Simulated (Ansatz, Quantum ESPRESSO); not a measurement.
# Mode couplings of Zr (P6_3/mmc) in a second program, part 3 of 3

Each step names its level of theory.

So far. Step 4 (Second program, linear response: Fermi–Dirac smearing …): The run did not finish in the time allowed, so it gives no couplings or resistivity. Step 5 (Ground state with pw.x): With these potentials, mesh and smearing the cell is at 0.23 GPa. The relaxed cell has a = 3.235, c = 5.164 Å (conventional setting).

## 6. Second program, linear response: Fermi–Dirac smearing of 0.1 eV (run 2)

Level of this step: DFT PBE, scalar-relativistic, plane waves, PseudoDojo norm-conserving pseudopotentials (Quantum ESPRESSO).

ph.x gives each mode's frequency and linewidth; λ of a mode follows from Gaussian double-delta sums over the k mesh, here at four widths.

ph.in reads:

```
phonons and couplings
 &inputph
    prefix='x',
    outdir='./tmp',
    tr2_ph=1.0d-15,
    fildyn='x.dyn',
    fildvscf='dvscf',
    ldisp=.true.,
    nq1=2,
    nq2=2,
    nq3=2,
    electron_phonon='simple',
    el_ph_ngauss=0,
    el_ph_sigma=0.00734986,
    el_ph_nsigma=4,
    alpha_mix(1)=0.5,
    amass(1)=91.224,
 /
```

On the command line:

```console
$ OMP_NUM_THREADS=1 mpirun -n 4 ph.x -nk 4 -in ph.in > ph.x.log
```

Output:

```text
[banner, memory and clock lines left out]
Program PHONON v.7.5

     ./tmp/x.save/

     IMPORTANT: XC functional enforced from input :
     Exchange-correlation= PBE
                           (   1   4   3   4   0   0   0)
     Any further DFT definition will be discarded
     Please, verify this is what you really want

     G-vector sticks info

     Reading collected, re-writing distributed wavefunctions in ./tmp/

     Dynamical matrices for ( 2, 2, 2)  uniform grid of q-points
     (   4 q-points):
       N         xq(1)         xq(2)         xq(3)
       1   0.000000000   0.000000000   0.000000000
       2   0.000000000   0.000000000  -0.313180661
       3   0.000000000  -0.577350269   0.000000000
       4   0.000000000  -0.577350269  -0.313180661

     Number and degeneracy of irreps per q-point
       N         xq(1)         xq(2)         xq(3)   N irreps
       1   0.000000000   0.000000000   0.000000000       4
        1   2   1   2
       2   0.000000000   0.000000000  -0.313180661       2
        2   4
       3   0.000000000  -0.577350269   0.000000000       6
     No degeneracy
       4   0.000000000  -0.577350269  -0.313180661       3
        2   2   2

     Saving dvscf to file. Distribute only q points, not irreducible representations.

     Calculation of q =    0.0000000   0.0000000   0.0000000

     phonons and couplings

     bravais-lattice index     =            4
     lattice parameter (alat)  =       6.1125  a.u.
     unit-cell volume          =     315.7603 (a.u.)^3
     number of atoms/cell      =            2
     number of atomic types    =            1
     kinetic-energy cut-off    =      66.0000  Ry
     charge density cut-off    =     264.0000  Ry
     convergence threshold     =      1.0E-15
     beta                      =       0.5000
     number of iterations used =            4
     Exchange-correlation= PBE
                           (   1   4   3   4   0   0   0)

     celldm(1)=    6.11248  celldm(2)=    0.00000  celldm(3)=    1.59652
     celldm(4)=    0.00000  celldm(5)=    0.00000  celldm(6)=    0.00000

     crystal axes: (cart. coord. in units of alat)
               a(1) = (  1.0000  0.0000  0.0000 )
               a(2) = ( -0.5000  0.8660  0.0000 )
               a(3) = (  0.0000  0.0000  1.5965 )

     reciprocal axes: (cart. coord. in units 2 pi/alat)
               b(1) = (  1.0000  0.5774 -0.0000 )
               b(2) = (  0.0000  1.1547  0.0000 )
               b(3) = (  0.0000 -0.0000  0.6264 )

     Atoms inside the unit cell:

     Cartesian axes

     site n.  atom      mass           positions (alat units)
        1  Zr     91.2240   tau(    1) = (   -0.00000    0.57735    0.39913  )
        2  Zr     91.2240   tau(    2) = (    0.50000    0.28868    1.19739  )

     Computing dynamical matrix for
                    q = (   0.0000000   0.0000000   0.0000000 )

     25 Sym.Ops. (with q -> -q+G )

     G cutoff =  249.8497  (  22923 G-vectors)     FFT grid: ( 32, 32, 54)

     number of k points=    30  Fermi-Dirac smearing, width (Ry)=  0.0073

     PseudoPot. # 1 for Zr read from file:
     ./pseudo/Zr.upf
     Pseudo is Norm-conserving + core correction, Zval = 12.0
     Using radial grid of 1622 points,  6 beta functions with:
                l(1) =   0
                l(2) =   0
                l(3) =   1
                l(4) =   1
                l(5) =   2
                l(6) =   2

     Mode symmetry, D_6h(6/mmm) point group:

     Atomic displacements:
     There are    4 irreducible representations

     Representation     1      1 modes -  To be done

     Representation     2      2 modes -  To be done

     Representation     3      1 modes -  To be done

     Representation     4      2 modes -  To be done

     Alpha used in Ewald sum =   2.5000

     Representation #   1 mode #   1

     Self-consistent Calculation

     Pert. #  1: Fermi energy shift (Ry) =     0.0000E+00     0.0000E+00

      thresh= 1.000E-02 alpha_mix =  0.500 |ddv_scf|^2 =  3.462E-04

     Pert. #  1: Fermi energy shift (Ry) =     0.0000E+00     0.0000E+00

      thresh= 1.861E-03 alpha_mix =  0.500 |ddv_scf|^2 =  3.599E-04

     Pert. #  1: Fermi energy shift (Ry) =     0.0000E+00     0.0000E+00

      thresh= 1.897E-03 alpha_mix =  0.500 |ddv_scf|^2 =  3.261E-08

     Pert. #  1: Fermi energy shift (Ry) =     0.0000E+00     0.0000E+00

      thresh= 1.806E-05 alpha_mix =  0.500 |ddv_scf|^2 =  2.212E-09

     Pert. #  1: Fermi energy shift (Ry) =     0.0000E+00     0.0000E+00

      thresh= 4.704E-06 alpha_mix =  0.500 |ddv_scf|^2 =  5.974E-11

     Pert. #  1: Fermi energy shift (Ry) =     0.0000E+00     0.0000E+00

      thresh= 7.729E-07 alpha_mix =  0.500 |ddv_scf|^2 =  1.131E-12

     Pert. #  1: Fermi energy shift (Ry) =     0.0000E+00     0.0000E+00

      thresh= 1.064E-07 alpha_mix =  0.500 |ddv_scf|^2 =  8.837E-15

     Pert. #  1: Fermi energy shift (Ry) =     0.0000E+00     0.0000E+00

      thresh= 9.401E-09 alpha_mix =  0.500 |ddv_scf|^2 =  1.205E-15

     Pert. #  1: Fermi energy shift (Ry) =     0.0000E+00     0.0000E+00

      thresh= 3.471E-09 alpha_mix =  0.500 |ddv_scf|^2 =  3.973E-16

     End of self-consistent calculation

     Convergence has been achieved

     Representation #   2 modes #   2   3

     Self-consistent Calculation

     Pert. #  1: Fermi energy shift (Ry) =    -9.9385E-20     6.6963E-42
     Pert. #  2: Fermi energy shift (Ry) =     4.0658E-20     1.9132E-42

      thresh= 1.000E-02 alpha_mix =  0.500 |ddv_scf|^2 =  1.718E-06

     Pert. #  1: Fermi energy shift (Ry) =    -8.7640E-19    -9.5662E-43
     Pert. #  2: Fermi energy shift (Ry) =    -4.5175E-21     0.0000E+00

      thresh= 1.311E-04 alpha_mix =  0.500 |ddv_scf|^2 =  3.026E-08

     Pert. #  1: Fermi energy shift (Ry) =    -1.6715E-19    -3.8265E-42
     Pert. #  2: Fermi energy shift (Ry) =     4.5175E-21     9.5662E-43

      thresh= 1.739E-05 alpha_mix =  0.500 |ddv_scf|^2 =  2.078E-09

     Pert. #  1: Fermi energy shift (Ry) =     1.8070E-20    -2.2720E-42
[...]
thresh= 4.558E-06 alpha_mix =  0.500 |ddv_scf|^2 =  1.492E-11

[...]
thresh= 3.863E-07 alpha_mix =  0.500 |ddv_scf|^2 =  8.519E-14

[...]
thresh= 2.919E-08 alpha_mix =  0.500 |ddv_scf|^2 =  1.111E-14

[...]
thresh= 1.054E-08 alpha_mix =  0.500 |ddv_scf|^2 =  4.734E-17

     End of self-consistent calculation

     Convergence has been achieved

     Representation #   3 mode #   4

     Self-consistent Calculation

[...]
End of self-consistent calculation

     Convergence has been achieved

     Representation #   4 modes #   5   6

[...]
DOS = 14.684302 states/spin/Ry/Unit Cell at Ef= 13.984440 eV
     double delta at Ef =472.045469
[...]
Calculation of q =    0.0000000  -0.5773503  -0.3131807

     G-vector sticks info

     Title:
     phonons and couplings

     bravais-lattice index     =            4
     lattice parameter (alat)  =       6.1125  a.u.
     unit-cell volume          =     315.7603 (a.u.)^3
     number of atoms/cell      =            2
     number of atomic types    =            1
     number of electrons       =        24.00
     number of Kohn-Sham states=           22
     kinetic-energy cutoff     =      66.0000  Ry
     charge density cutoff     =     264.0000  Ry
     Exchange-correlation= PBE
                           (   1   4   3   4   0   0   0)

     celldm(1)=   6.112478  celldm(2)=   0.000000  celldm(3)=   1.596523
     celldm(4)=   0.000000  celldm(5)=   0.000000  celldm(6)=   0.000000

     crystal axes: (cart. coord. in units of alat)
               a(1) = (   1.000000   0.000000   0.000000 )
               a(2) = (  -0.500000   0.866025   0.000000 )
               a(3) = (   0.000000   0.000000   1.596523 )

     reciprocal axes: (cart. coord. in units 2 pi/alat)
               b(1) = (  1.000000  0.577350 -0.000000 )
               b(2) = (  0.000000  1.154701  0.000000 )
               b(3) = (  0.000000 -0.000000  0.626361 )

     PseudoPot. # 1 for Zr read from file:
     ./pseudo/Zr.upf
     Pseudo is Norm-conserving + core correction, Zval = 12.0
     Using radial grid of 1622 points,  6 beta functions with:
[...]
l(5) =   2
                l(6) =   2

     atomic species   valence    mass     pseudopotential
     Zr               12.00    91.22400     Zr( 1.00)

     24 Sym. Ops., with inversion, found

   Cartesian axes

     site n.     atom                  positions (alat units)
         1        Zr     tau(   1) = (  -0.0000000   0.5773503   0.3991306  )
         2        Zr     tau(   2) = (   0.5000000   0.2886751   1.1973919  )

     number of k points=   126  Fermi-Dirac smearing, width (Ry)=  0.0073

     Number of k-points >= 100: set verbosity='high' to print them.

     Dense  grid:    22923 G-vectors     FFT dimensions: (  32,  32,  54)

     The potential is recalculated from file :
     ./tmp/_ph0/x.q_4/x.save/charge-density

     Starting wfcs are   20 atomic +    2 random wfcs

     Band Structure Calculation
     Davidson diagonalization with overlap

     ethr =  4.17E-11,  avg # of iterations = 14.2

     End of band structure calculation

     Number of k-points >= 100: set verbosity='high' to print the bands.

     the Fermi energy is    14.0343 ev

     Writing config to output data dir ./tmp/_ph0/x.q_4/x.save/ :
     XML data file

     phonons and couplings

     bravais-lattice index     =            4
     lattice parameter (alat)  =       6.1125  a.u.
     unit-cell volume          =     315.7603 (a.u.)^3
     number of atoms/cell      =            2
     number of atomic types    =            1
     kinetic-energy cut-off    =      66.0000  Ry
     charge density cut-off    =     264.0000  Ry
     convergence threshold     =      1.0E-15
     beta                      =       0.5000
     number of iterations used =            4
     Exchange-correlation= PBE
                           (   1   4   3   4   0   0   0)

     celldm(1)=    6.11248  celldm(2)=    0.00000  celldm(3)=    1.59652
     celldm(4)=    0.00000  celldm(5)=    0.00000  celldm(6)=    0.00000

     crystal axes: (cart. coord. in units of alat)
               a(1) = (  1.0000  0.0000  0.0000 )
               a(2) = ( -0.5000  0.8660  0.0000 )
               a(3) = (  0.0000  0.0000  1.5965 )

     reciprocal axes: (cart. coord. in units 2 pi/alat)
               b(1) = (  1.0000  0.5774 -0.0000 )
               b(2) = (  0.0000  1.1547  0.0000 )
               b(3) = (  0.0000 -0.0000  0.6264 )

     Atoms inside the unit cell:

     Cartesian axes

     site n.  atom      mass           positions (alat units)
        1  Zr     91.2240   tau(    1) = (   -0.00000    0.57735    0.39913  )
        2  Zr     91.2240   tau(    2) = (    0.50000    0.28868    1.19739  )

     Computing dynamical matrix for
                    q = (   0.0000000  -0.5773503  -0.3131807 )

      9 Sym.Ops. (with q -> -q+G )

     G cutoff =  249.8497  (  22923 G-vectors)     FFT grid: ( 32, 32, 54)

     number of k points=   126  Fermi-Dirac smearing, width (Ry)=  0.0073

     PseudoPot. # 1 for Zr read from file:
     ./pseudo/Zr.upf
     Pseudo is Norm-conserving + core correction, Zval = 12.0
     Using radial grid of 1622 points,  6 beta functions with:
                l(1) =   0
                l(2) =   0
                l(3) =   1
                l(4) =   1
                l(5) =   2
                l(6) =   2

     Atomic displacements:
     There are    3 irreducible representations

     Representation     1      2 modes -  To be done

     Representation     2      2 modes -  To be done

     Representation     3      2 modes -  To be done

     Alpha used in Ewald sum =   2.5000

     Representation #   1 modes #   1   2

     Self-consistent Calculation

[...]
End of self-consistent calculation

     Convergence has been achieved

     Representation #   2 modes #   3   4

     Self-consistent Calculation

[...]
thresh= 5.606E-09 alpha_mix =  0.500 |ddv_scf|^2 =  3.915E-16

     End of self-consistent calculation

     Convergence has been achieved

     Representation #   3 modes #   5   6

     Self-consistent Calculation

      thresh= 1.000E-02 alpha_mix =  0.500 |ddv_scf|^2 =  2.570E-06

      thresh= 1.603E-04 alpha_mix =  0.500 |ddv_scf|^2 =  1.556E-08

      thresh= 1.248E-05 alpha_mix =  0.500 |ddv_scf|^2 =  2.530E-09

      thresh= 5.030E-06 alpha_mix =  0.500 |ddv_scf|^2 =  3.133E-11

      thresh= 5.597E-07 alpha_mix =  0.500 |ddv_scf|^2 =  8.126E-13

      thresh= 9.015E-08 alpha_mix =  0.500 |ddv_scf|^2 =  1.534E-14

      thresh= 1.238E-08 alpha_mix =  0.500 |ddv_scf|^2 =  9.890E-16

     End of self-consistent calculation

     Convergence has been achieved

     Number of q in the star =    3
     List of q in the star:
          1   0.000000000  -0.577350269  -0.313180661
          2   0.500000000   0.288675135   0.313180661
          3  -0.500000000   0.288675135   0.313180661

     Diagonalizing the dynamical matrix

     q = (    0.000000000  -0.577350269  -0.313180661 )

 **************************************************************************
     freq (    1) =       3.528690 [THz] =     117.704436 [cm-1]
     freq (    2) =       3.528690 [THz] =     117.704436 [cm-1]
     freq (    3) =       3.750263 [THz] =     125.095313 [cm-1]
     freq (    4) =       3.750263 [THz] =     125.095313 [cm-1]
     freq (    5) =       5.443981 [THz] =     181.591660 [cm-1]
     freq (    6) =       5.443981 [THz] =     181.591660 [cm-1]
 **************************************************************************

     Gaussian Broadening:   0.007 Ry, ngauss=   0
     DOS =  9.128520 states/spin/Ry/Unit Cell at Ef= 14.088188 eV
     double delta at Ef = 81.040209
[...]
Gaussian Broadening:   0.015 Ry, ngauss=   0
     DOS = 12.248109 states/spin/Ry/Unit Cell at Ef= 14.055212 eV
     double delta at Ef =212.324445
[...]
Gaussian Broadening:   0.022 Ry, ngauss=   0
     DOS = 13.418323 states/spin/Ry/Unit Cell at Ef= 14.013841 eV
     double delta at Ef =292.008687
[...]
lambda(    5)=  0.0989   gamma=   37.55 GHz
     lambda(    6)=  0.0989   gamma=   37.55 GHz

     Gaussian Broadening:   0.029 Ry, ngauss=   0
     DOS = 14.684302 states/spin/Ry/Unit Cell at Ef= 13.984440 eV
     double delta at Ef =392.123682
     lambda(    1)=  0.0861   gamma=   15.04 GHz
     lambda(    2)=  0.0861   gamma=   15.04 GHz
     lambda(    3)=  0.0956   gamma=   18.86 GHz
     lambda(    4)=  0.0956   gamma=   18.86 GHz
     lambda(    5)=  0.1004   gamma=   41.73 GHz
     lambda(    6)=  0.1004   gamma=   41.73 GHz
```

It took 6 min on 4 MPI ranks of Arm Neoverse V2, shared host.

Numbers from this step:

```yaml
highest_frequency_solved_or_plainly_interpolated: 181.6 cm⁻¹
omega_log_against_width: 9.688, 10.98, 11.8, 12.4 meV, at widths 0.1 to 0.4 eV
```

As ph.x prints them, no sum rule imposed; at the zone centre the sum is no linewidth. Double-delta sums:

| q1 | q2 | q3 | star | mode | omega (meV) | lambda_q, sigma 0.1 eV | lambda_q, sigma 0.2 eV | lambda_q, sigma 0.3 eV | lambda_q, sigma 0.4 eV | half width at sigma 0.2 (meV) |
| --- | --- | --- | --- | --- | --- | --- | --- | --- | --- | --- |
| 0 | 0 | 0 | 1 | 1 | 0.2608 | 0 | 0 | 0 | 0 | 0 |
| 0 | 0 | 0 | 1 | 2 | 0.2608 | 0 | 0 | 0 | 0 | 0 |
| 0 | 0 | 0 | 1 | 3 | 0.4132 | 0 | 0 | 0 | 0 | 0 |
| 0 | 0 | 0 | 1 | 4 | 9.026 | 1.116 | 0.685 | 0.493 | 0.3858 | 0.1578 |
| 0 | 0 | 0 | 1 | 5 | 9.026 | 1.116 | 0.685 | 0.493 | 0.3858 | 0.1578 |
| 0 | 0 | 0 | 1 | 6 | 20.12 | 1.127 | 0.2835 | 0.2015 | 0.1924 | 0.3246 |
| 0 | 0 | -0.5 | 1 | 1 | 6.543 | 0.5255 | 0.3963 | 0.2735 | 0.2211 | 0.04797 |
| 0 | 0 | -0.5 | 1 | 2 | 6.543 | 0.5255 | 0.3963 | 0.2735 | 0.2211 | 0.04797 |
| 0 | 0 | -0.5 | 1 | 3 | 6.543 | 0.5255 | 0.3963 | 0.2735 | 0.2211 | 0.04797 |
| 0 | 0 | -0.5 | 1 | 4 | 6.543 | 0.5255 | 0.3963 | 0.2735 | 0.2211 | 0.04797 |
| 0 | 0 | -0.5 | 1 | 5 | 17.04 | 0.0256 | 0.0349 | 0.0733 | 0.0899 | 0.02866 |
| 0 | 0 | -0.5 | 1 | 6 | 17.04 | 0.0256 | 0.0349 | 0.0733 | 0.0899 | 0.02866 |
| 0 | -0.5 | 0 | 3 | 1 | 8.481 | 0.1596 | 0.417 | 0.3516 | 0.312 | 0.08482 |
| 0 | -0.5 | 0 | 3 | 2 | 9.642 | 0.1114 | 0.2236 | 0.2148 | 0.2511 | 0.05877 |
| 0 | -0.5 | 0 | 3 | 3 | 18.82 | 0.0045 | 0.015 | 0.0291 | 0.0452 | 0.01501 |
| 0 | -0.5 | 0 | 3 | 4 | 19.39 | 0.0163 | 0.0585 | 0.0704 | 0.0813 | 0.0622 |
| 0 | -0.5 | 0 | 3 | 5 | 20.43 | 0.0178 | 0.0767 | 0.1032 | 0.1247 | 0.09053 |
| 0 | -0.5 | 0 | 3 | 6 | 21.58 | 0.1237 | 0.1083 | 0.082 | 0.0779 | 0.1427 |
| 0 | -0.5 | -0.5 | 3 | 1 | 14.59 | 0.0117 | 0.06 | 0.0751 | 0.0861 | 0.03615 |
| 0 | -0.5 | -0.5 | 3 | 2 | 14.59 | 0.0117 | 0.06 | 0.0751 | 0.0861 | 0.03615 |
| 0 | -0.5 | -0.5 | 3 | 3 | 15.51 | 0.0372 | 0.0705 | 0.0782 | 0.0956 | 0.04793 |
| 0 | -0.5 | -0.5 | 3 | 4 | 15.51 | 0.0372 | 0.0705 | 0.0782 | 0.0956 | 0.04793 |
| 0 | -0.5 | -0.5 | 3 | 5 | 22.51 | 0.0687 | 0.1075 | 0.0989 | 0.1004 | 0.1541 |
| 0 | -0.5 | -0.5 | 3 | 6 | 22.51 | 0.0687 | 0.1075 | 0.0989 | 0.1004 | 0.1541 |

Mean over the q mesh without its centre; few wavevectors enter, so none of the widths can be taken as converged. Table of coupling constant λ, lambda by Gaussian width:

```csv
Gaussian width (eV),"coupling constant λ, lambda"
0.100,0.594
0.200,0.826
0.300,0.758
0.400,0.776
```

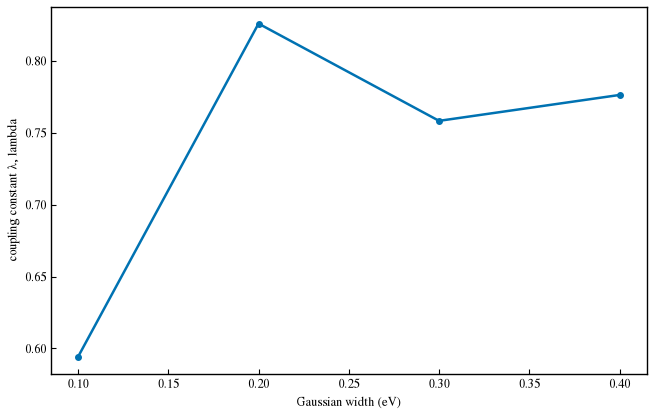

Coupling constant λ, lambda against Gaussian width.

λ runs from 0.594 at 0.1 eV to 0.776 at 0.4 eV.

## 7. Results

```
phonon run of the rows without a label of their own                                                  : PBE, q 2×2×2, k 8×8×4
coupling λ by Gaussian sums at 0.2 eV, Quantum ESPRESSO, PseudoDojo, cutoff 898 eV, q 2×2×2, k 8×8×4 : 0.826
```

**Reading.** Under gradient-corrected functionals ph.x can misplace modes where the density is low; no frozen-phonon run checks these frequencies. In the last run that gave them, λ from the Gaussian sums still varies by a factor of 1.4 between widths of 0.1 and 0.4 eV; these sums hold few wavevectors and leave out the zone centre.

[Logs are printed without paths, hosts, clocks, repeated set-up lines and the standing remarks that a program may print on its own settings, such as how far it seeks lower states.]

[Hosts, paths, dates, database ids (printed as entryN), source tags and the programs' standing remarks are cut or masked in the printed files.]
